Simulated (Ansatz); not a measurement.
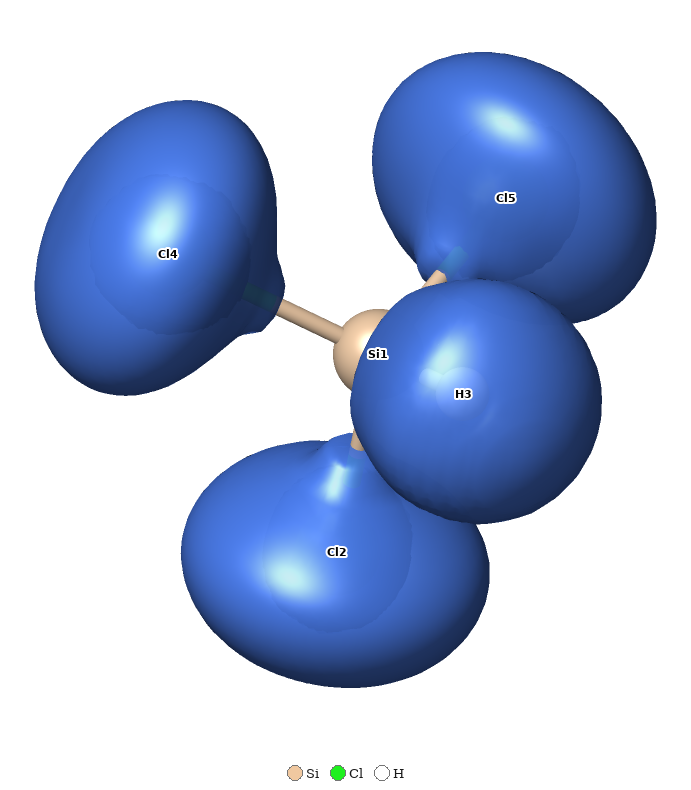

Cl3HSi. Isosurface of the electron localisation function at 0.75 (blue), seen at a tilt. Only the valence region is drawn (cores and ρ < 0.01 e/Å³ removed).

Theory: RKS r2SCANh-D4/6-31G in Ansatz 0.2.0.

```
atom    x (Å)    y (Å)    z (Å)
  Si   0.0065   0.0000  -0.0017
  Cl  -0.0060   0.0000   2.1501
   H   1.4059   0.0000  -0.4964
  Cl  -1.0180   1.7534  -0.7134
  Cl  -1.0180  -1.7534  -0.7134
```

Describe the localisation domains.

Answer. At this value the surface marks out one region around a hydrogen nucleus and three regions on Cl in which the atom's valence shell and bonds are merged. Profiles from the grid: Si–Cl (2.15 Å): the ELF peaks at about 0.80 between the atoms (a polar covalent bond). Si–H (1.48 Å): the ELF climbs to about 1 towards the hydrogen, as it does in any bond to H.
